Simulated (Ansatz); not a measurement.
# BSi₂ (quartet): from Hartree-Fock to the top rungs at a displaced geometry (v1), cc-pVDZ

Aim: climb from Hartree-Fock through coupled cluster for BSi₂ (quartet) at one geometry and basis, and see what each rung misses.

Computed with Ansatz 0.2.0, Gaussian basis. Level: cc-pVDZ, core rule «outside noble gas», up to 11 orbitals frozen.

Plan: UHF; CCSD(T) on ROHF; CCSD(T) on UHF; BCCD(T) on ROHF; CISD as a restricted active space (open shells left free, so some higher excitations enter); CCSDT(Q) on ROHF; CCSDT(Q) on UHF.

20 further runs of the same task are left out: 9 that didn't finish, 11 set aside as unsound or not needed. Runs told in other sessions of the task aren't counted.

## (1) The system

The geometry is a PBE0/def2-TZVP stationary point (not a proven minimum) with its atoms shifted at random (size 0.040 Å).

3 atoms, charge 0, spin multiplicity 4.

Atoms are counted from 1 here; the program's logs count them from 0.

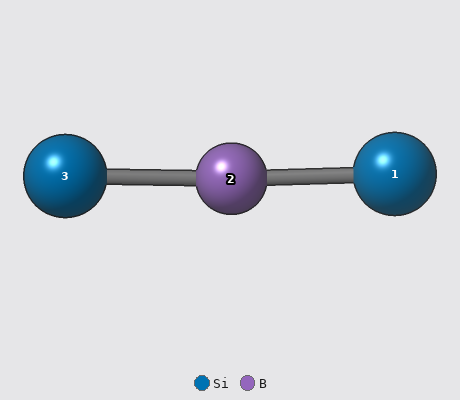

The geometry (silicon blue, boron purple); atoms are numbered from 1 in the order of the file.

In the tables R marks a restricted open-shell determinant and U an unrestricted one; energies count from the table's Hartree-Fock row.

## (2) UHF

File in.yaml:

```yaml
crystal:
  periodic: [false, false, false]
  atoms:
    - {symbol: Si, position_ang: [-0.015433, -0.009008, 1.976141]}
    - {symbol: B, position_ang: [-0.016266, -0.025151, 0.010487]}
    - {symbol: Si, position_ang: [0.031698, 0.034159, -1.986628]}
basis:
  gaussian: {orbitals: cc-pVDZ}
magnetization: {spin_polarized: true, initial_magnetization: 3}
hamiltonian: {xc: hf}
output: {orbitals: {seedname: orbitals}}
```

On the command line:

```bash
$ ansatz run in.yaml --threads 1 --pin off --events-out ev --progress --plain --max-ram 2393MiB
```

The program printed, cut to the lines that bear on the results:

```text
Functional definition: HF
  name "HF"
  cite "Fock, Z. Phys. 61, 126 (1930) doi:10.1007/BF01340294"
  parent pbe
[...]
503 factors; integrals over basis functions are off by at most 9.7e-4 eV
[...]
mean field -16391.69303787 eV, -602.3836084533 hartree, gradient 1.2e-6 eV, S^2 3.805030; 8 other end points of the search recorded, 0 dependent functions left out
reference -16391.69303787 eV, -602.3836084533 hartree; 18, 15 occupied and 32, 35 virtual orbitals, 503 factors
Total energy: -16391.69303787 eV, -602.3836084533 hartree
```

It took 7 s on 1 thread of Intel Xeon Platinum 8488C, shared host.

From the report: ⟨S²⟩ of the determinant 3.805 (pure quartet: 3.75).

## (3) CCSD(T) on ROHF

in.yaml: that of step 2 with these lines changed.

```diff
@@ -8,4 +8,3 @@
   gaussian: {orbitals: cc-pVDZ}
-magnetization: {spin_polarized: true, initial_magnetization: 3}
-hamiltonian: {xc: hf}
-output: {orbitals: {seedname: orbitals}}
+magnetization: {spin_polarized: false, initial_magnetization: 3}
+correlation: {method: ccsd_t, electrons: outside_noble_gas}
```

Same command.

The program printed, cut to the lines that bear on the results:

```text
Functional definition: HF
  name "HF"
  cite "Fock, Z. Phys. 61, 126 (1930) doi:10.1007/BF01340294"
  parent pbe
[...]
503 factors; integrals over basis functions are off by at most 9.7e-4 eV
[...]
mean field -16391.48472664 eV, -602.3759531568 hartree, gradient 1.2e-10 eV, S^2 3.750000; 25 other end points of the search recorded, 0 dependent functions left out
[...]
determinant -16391.48472664 eV, -602.3759531568 hartree, with singles and doubles -16397.74671812 eV, -602.6060770990 hartree
determinant -16391.48382859 eV, -602.3759201538 hartree, with singles and doubles -16397.74596382 eV, -602.6060493790 hartree
determinant -16390.03247563 eV, -602.3225839163 hartree, with singles and doubles -16396.99668759 eV, -602.5785139853 hartree
determinant -16390.03159691 eV, -602.3225516239 hartree, with singles and doubles -16396.99569765 eV, -602.5784776058 hartree
[...]
determinant -16388.81491432 eV, -602.2778393635 hartree, with singles and doubles -16395.37459864 eV, -602.5189033159 hartree
determinant -16388.81471919 eV, -602.2778321926 hartree, with singles and doubles -16395.37442688 eV, -602.5188970041 hartree
determinant -16391.48472664 eV, -602.3759531568 hartree, with singles and doubles -16397.74631592 eV, -602.6060623182 hartree
determinant -16391.48382859 eV, -602.3759201538 hartree, with singles and doubles -16397.74554913 eV, -602.6060341394 hartree
11 core orbitals not correlated: weight in the atoms' cores, before any rotation towards them, 1.000 or more for the frozen orbitals, at most 0.000 for the correlated occupied ones
reference -16391.48472664 eV, -602.3759531568 hartree; 7, 4 occupied and 32, 35 virtual orbitals, 503 factors
second order -4.92517587 eV of doubles, -0.10629427 eV of singles
cycle   1  -6.26158862 eV  change    6.6e-7 eV  update   6.3e-6
perturbative correction -0.27429748 eV, -0.0100802464 hartree
Total energy: -16398.02061274 eV, -602.6161425405 hartree
```

Wall time 18 s (1 thread of Intel Xeon Platinum 8488C, shared host).

From the report: correlation -6.5359 eV; T1 0.028; largest double amplitude 0.09.

## (4) CCSD(T) on UHF

in.yaml: that of step 3 with these lines changed.

```diff
@@ -8,3 +8,3 @@
   gaussian: {orbitals: cc-pVDZ}
-magnetization: {spin_polarized: false, initial_magnetization: 3}
+magnetization: {spin_polarized: true, initial_magnetization: 3}
 correlation: {method: ccsd_t, electrons: outside_noble_gas}
```

Launched as before.

The program printed, cut to the lines that bear on the results:

```text
Functional definition: HF
  name "HF"
  cite "Fock, Z. Phys. 61, 126 (1930) doi:10.1007/BF01340294"
  parent pbe
[...]
503 factors; integrals over basis functions are off by at most 9.7e-4 eV
[...]
mean field -16391.69303787 eV, -602.3836084533 hartree, gradient 3.4e-10 eV, S^2 3.805030; 41 other end points of the search recorded, 0 dependent functions left out
determinant -16391.69303787 eV, -602.3836084533 hartree, with singles and doubles -16397.74996915 eV, -602.6061965723 hartree
determinant -16391.69143612 eV, -602.3835495898 hartree, with singles and doubles -16397.75282168 eV, -602.6063014007 hartree
determinant -16390.75373206 eV, -602.3490896014 hartree, with singles and doubles -16396.90483521 eV, -602.5751384727 hartree
determinant -16390.75194188 eV, -602.3490238134 hartree, with singles and doubles -16396.90354154 eV, -602.5750909312 hartree
[...]
determinant -16388.35707920 eV, -602.2610142332 hartree, with singles and doubles -16395.42438191 eV, -602.5207328174 hartree
determinant -16388.35625923 eV, -602.2609840999 hartree, with singles and doubles -16395.42559373 eV, -602.5207773509 hartree
determinant -16391.69303787 eV, -602.3836084533 hartree, with singles and doubles -16397.75246940 eV, -602.6062884546 hartree
determinant -16391.69143612 eV, -602.3835495898 hartree, with singles and doubles -16397.75229087 eV, -602.6062818939 hartree
11 core orbitals not correlated: weight in the atoms' cores, before any rotation towards them, 1.000 or more for the frozen orbitals, at most 0.000 for the correlated occupied ones
reference -16391.69303787 eV, -602.3836084533 hartree; 7, 4 occupied and 32, 35 virtual orbitals, 503 factors
second order -4.76545682 eV of doubles, -0.00000000 eV of singles
cycle   1  -6.05943325 eV  change   -1.7e-6 eV  update   3.1e-6
perturbative correction -0.26708436 eV, -0.0098151694 hartree
Total energy: -16398.01955549 eV, -602.6161036875 hartree
```

Run time: 26 s. Hardware: 1 thread of Intel Xeon Platinum 8488C, shared host.

From the report: ⟨S²⟩ of the determinant 3.805 (pure quartet: 3.75); correlation -6.3265 eV; T1 0.033; largest double amplitude 0.09.

## (5) BCCD(T) on ROHF

in.yaml: that of step 4 with these lines changed.

```diff
@@ -8,3 +8,3 @@
   gaussian: {orbitals: cc-pVDZ}
-magnetization: {spin_polarized: true, initial_magnetization: 3}
-correlation: {method: ccsd_t, electrons: outside_noble_gas}
+magnetization: {spin_polarized: false, initial_magnetization: 3}
+correlation: {method: bccd_t, electrons: outside_noble_gas}
```

The command is unchanged.

The program printed, cut to the lines that bear on the results:

```text
Functional definition: HF
  name "HF"
  cite "Fock, Z. Phys. 61, 126 (1930) doi:10.1007/BF01340294"
  parent pbe
[...]
503 factors; integrals over basis functions are off by at most 9.7e-4 eV
[...]
mean field -16391.48472664 eV, -602.3759531568 hartree, gradient 1.2e-10 eV, S^2 3.750000; 25 other end points of the search recorded, 0 dependent functions left out
[...]
determinant -16391.48472664 eV, -602.3759531568 hartree, with singles and doubles -16397.74671812 eV, -602.6060770990 hartree
determinant -16391.48382859 eV, -602.3759201538 hartree, with singles and doubles -16397.74596382 eV, -602.6060493790 hartree
determinant -16390.03247563 eV, -602.3225839163 hartree, with singles and doubles -16396.99668759 eV, -602.5785139853 hartree
determinant -16390.03159691 eV, -602.3225516239 hartree, with singles and doubles -16396.99569765 eV, -602.5784776058 hartree
[...]
determinant -16388.81471919 eV, -602.2778321926 hartree, with singles and doubles -16395.37442688 eV, -602.5188970041 hartree
determinant -16391.48472664 eV, -602.3759531568 hartree, with singles and doubles -16397.74631592 eV, -602.6060623182 hartree
determinant -16391.48382859 eV, -602.3759201538 hartree, with singles and doubles -16397.74554913 eV, -602.6060341394 hartree
11 core orbitals not correlated: weight in the atoms' cores, before any rotation towards them, 1.000 or more for the frozen orbitals, at most 0.000 for the correlated occupied ones
reference -16391.48472664 eV, -602.3759531568 hartree; 7, 4 occupied and 32, 35 virtual orbitals, 503 factors
second order -4.92517587 eV of doubles, -0.10629427 eV of singles
cycle   1  -6.25779565 eV  change    3.8e-3 eV  update   6.9e-3
[...]
cycle   9  -6.25378485 eV  change   -7.0e-7 eV  update   9.2e-6
perturbative correction -0.28382300 eV, -0.0104303030 hartree
Total energy: -16398.02233450 eV, -602.6162058142 hartree
```

Wall time 18 s (1 thread of Intel Xeon Platinum 8488C, shared host).

From the report: correlation -6.5376 eV; largest double amplitude 0.09.

## (6) CISD as a restricted active space (open shells left free, so some higher excitations enter)

in.yaml: that of step 5 with these lines changed.

```diff
@@ -9,2 +9,2 @@
 magnetization: {spin_polarized: false, initial_magnetization: 3}
-correlation: {method: bccd_t, electrons: outside_noble_gas}
+correlation: {active_space: {ras: {orbitals: [4, 3, 32], electrons: 11, max_holes: 2, max_particles: 2}, fixed_orbitals: true}}
```

The command is unchanged.

The program printed, cut to the lines that bear on the results:

```text
Functional definition: HF
  name "HF"
  cite "Fock, Z. Phys. 61, 126 (1930) doi:10.1007/BF01340294"
  parent pbe
[...]
503 factors; integrals over basis functions are off by at most 9.7e-4 eV
[...]
mean field -16391.48472664 eV, -602.3759531568 hartree, gradient 1.2e-10 eV, S^2 3.750000; 15 other end points of the search recorded, 0 dependent functions left out
reference -16391.48472664 eV, -602.3759531568 hartree; 18, 15 occupied and 32, 35 virtual orbitals, 503 factors
state -16397.10466447 eV, -602.5824820626 hartree
Total energy: -16397.10466447 eV, -602.5824820626 hartree
```

It took 8.5 s on 1 thread of Intel Xeon Platinum 8488C, shared host.

From the report: 111,585 determinants.

## (7) CCSDT(Q) on ROHF

in.yaml: that of step 6 with these lines changed.

```diff
@@ -9,2 +9,2 @@
 magnetization: {spin_polarized: false, initial_magnetization: 3}
-correlation: {active_space: {ras: {orbitals: [4, 3, 32], electrons: 11, max_holes: 2, max_particles: 2}, fixed_orbitals: true}}
+correlation: {method: ccsdt_q, electrons: outside_noble_gas}
```

Same command.

The program printed, cut to the lines that bear on the results:

```text
Functional definition: HF
  name "HF"
  cite "Fock, Z. Phys. 61, 126 (1930) doi:10.1007/BF01340294"
  parent pbe
[...]
915 factors; integrals over basis functions are off by at most 2.0e-7 eV
[...]
mean field -16391.48474724 eV, -602.3759539138 hartree, gradient 1.2e-10 eV, S^2 3.750000; 25 other end points of the search recorded, 0 dependent functions left out
[...]
determinant -16391.48474724 eV, -602.3759539138 hartree, with singles and doubles -16397.74675532 eV, -602.6060784661 hartree
determinant -16391.48384918 eV, -602.3759209106 hartree, with singles and doubles -16397.74600068 eV, -602.6060507335 hartree
determinant -16390.03249700 eV, -602.3225847016 hartree, with singles and doubles -16396.99671959 eV, -602.5785151614 hartree
determinant -16390.03161828 eV, -602.3225524095 hartree, with singles and doubles -16396.99572863 eV, -602.5784787442 hartree
[...]
determinant -16388.81473678 eV, -602.2778328389 hartree, with singles and doubles -16395.37446187 eV, -602.5188982898 hartree
determinant -16391.48474724 eV, -602.3759539138 hartree, with singles and doubles -16397.74635261 eV, -602.6060636666 hartree
determinant -16391.48384918 eV, -602.3759209106 hartree, with singles and doubles -16397.74558577 eV, -602.6060354858 hartree
11 core orbitals not correlated: weight in the atoms' cores, before any rotation towards them, 1.000 or more for the frozen orbitals, at most 0.000 for the correlated occupied ones
reference -16391.48474724 eV, -602.3759539138 hartree; 7, 4 occupied and 32, 35 virtual orbitals, 915 factors
second order -4.92519778 eV of doubles, -0.10629422 eV of singles
cycle   1  -5.87071088 eV  change   -8.4e-1 eV  update   1.1e-1
[...]
cycle  34  -6.59950288 eV  change   -2.6e-7 eV  update   1.2e-6
perturbative correction -0.02232833 eV, -0.0008205511 hartree
Total energy: -16398.10657846 eV, -602.6193017224 hartree
```

It took 53 s on 1 thread of Intel Xeon Platinum 8488C, shared host; peak memory 0.47 GiB.

From the report: correlation -6.6218 eV; T1 0.031; largest double amplitude 0.13.

## (8) CCSDT(Q) on UHF

in.yaml: that of step 7 with these lines changed.

```diff
@@ -8,3 +8,3 @@
   gaussian: {orbitals: cc-pVDZ}
-magnetization: {spin_polarized: false, initial_magnetization: 3}
+magnetization: {spin_polarized: true, initial_magnetization: 3}
 correlation: {method: ccsdt_q, electrons: outside_noble_gas}
```

Same command.

The program printed, cut to the lines that bear on the results:

```text
Functional definition: HF
  name "HF"
  cite "Fock, Z. Phys. 61, 126 (1930) doi:10.1007/BF01340294"
  parent pbe
[...]
915 factors; integrals over basis functions are off by at most 2.0e-7 eV
[...]
mean field -16391.69305900 eV, -602.3836092296 hartree, gradient 2.2e-10 eV, S^2 3.805033; 41 other end points of the search recorded, 0 dependent functions left out
determinant -16391.69305900 eV, -602.3836092296 hartree, with singles and doubles -16397.75000580 eV, -602.6061979191 hartree
determinant -16391.69145715 eV, -602.3835503626 hartree, with singles and doubles -16397.75285851 eV, -602.6063027543 hartree
determinant -16390.75375653 eV, -602.3490905005 hartree, with singles and doubles -16396.90486516 eV, -602.5751395734 hartree
determinant -16390.75196635 eV, -602.3490247127 hartree, with singles and doubles -16396.90357129 eV, -602.5750920243 hartree
[...]
determinant -16388.35628439 eV, -602.2609850246 hartree, with singles and doubles -16395.42563056 eV, -602.5207787043 hartree
determinant -16391.69305900 eV, -602.3836092296 hartree, with singles and doubles -16397.75250635 eV, -602.6062898125 hartree
determinant -16391.69145715 eV, -602.3835503626 hartree, with singles and doubles -16397.75232779 eV, -602.6062832505 hartree
11 core orbitals not correlated: weight in the atoms' cores, before any rotation towards them, 1.000 or more for the frozen orbitals, at most 0.000 for the correlated occupied ones
reference -16391.69305900 eV, -602.3836092296 hartree; 7, 4 occupied and 32, 35 virtual orbitals, 915 factors
second order -4.76547547 eV of doubles, -0.00000000 eV of singles
cycle   1  -5.60488026 eV  change   -8.4e-1 eV  update   1.1e-1
[...]
cycle  40  -6.39177908 eV  change    2.0e-7 eV  update   1.2e-6
perturbative correction -0.02248837 eV, -0.0008264322 hartree
Total energy: -16398.10732644 eV, -602.6193292104 hartree
```

Run time: 67 s. Hardware: 1 thread of Intel Xeon Platinum 8488C, shared host; peak memory 0.39 GiB.

From the report: ⟨S²⟩ of the determinant 3.805 (pure quartet: 3.75); correlation -6.4143 eV; T1 0.036; largest double amplitude 0.12.

## (9) The ladder

No level here is safe as a reference; RCCSDT(Q) serves as a yardstick only. Rows without a time are mean-field rows or come out of runs for another level: lower rungs of the coupled-cluster runs, or the Hartree-Fock search.

Differences are taken before rounding.

| method | energy from the lowest ROHF (kcal/mol) | from RCCSDT(Q) (kcal/mol) | time |
| --- | --- | --- | --- |
| ROHF | 0.00 | +152.70 |  |
| UHF | -4.80 | +147.90 |  |
| RMP2 | -116.03 | +36.68 |  |
| UMP2 | -114.70 | +38.01 |  |
| CISD | -129.60 | +23.10 | 8.5 s |
| RCCSD | -144.40 | +8.31 |  |
| UCCSD | -144.54 | +8.17 |  |
| RCCSD(T) | -150.72 | +1.98 | 18 s |
| UCCSD(T) | -150.70 | +2.01 | 26 s |
| BCCD(T) | -150.76 | +1.94 | 18 s |
| RCCSDT | -152.19 | +0.51 |  |
| UCCSDT | -152.20 | +0.50 |  |
| RCCSDT(Q) | -152.70 | 0 | 53 s |
| UCCSDT(Q) | -152.72 | -0.02 | 67 s |

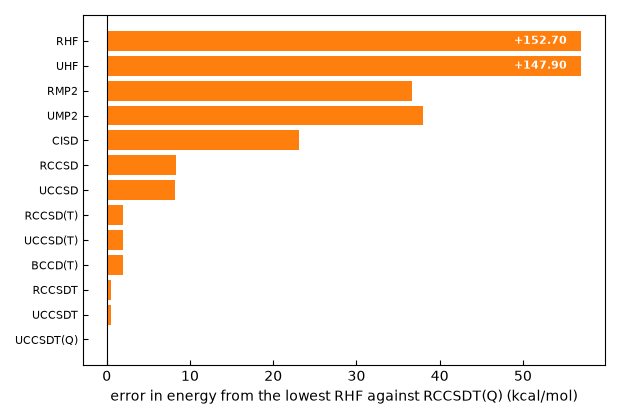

Deviations from RCCSDT(Q), method by method. Bars with a number in them are cut short.

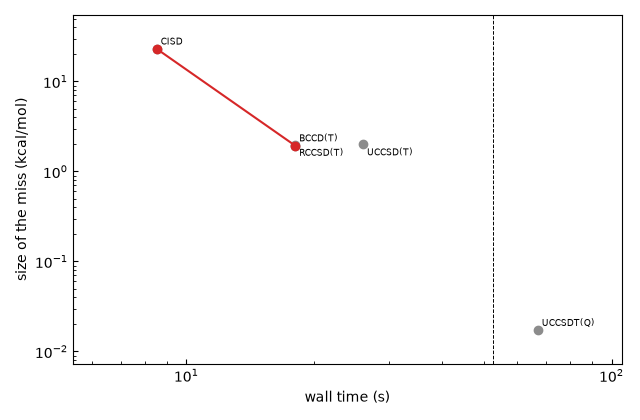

Accuracy for the time spent; red marks the levels that beat every quicker one drawn (of those quicker than the yardstick), and the dashed line is the time of RCCSDT(Q). Times are from a shared host.

## (10) Outcome

| quantity | value |
| --- | --- |
| RCCSDT(Q) from the ROHF energy | -6.6219 eV |
| RMP2 from RCCSDT(Q) | +36.68 kcal/mol |
| UMP2 from RCCSDT(Q) | +38.01 kcal/mol |
| RCCSD from RCCSDT(Q) | +8.31 kcal/mol |
| RCCSD(T) from RCCSDT(Q) | +1.98 kcal/mol |
| UCCSD(T) from RCCSDT(Q) | +2.01 kcal/mol |
| UCCSDT(Q) from RCCSDT(Q) | -0.02 kcal/mol |
| T1 diagnostic | 0.028 |

What this shows: RCCSD(T) misses by +1.98 kcal/mol, 1.3 % of the correlation energy.

With open shells the CI space here admits some higher excitations, so it is larger than plain CISD.
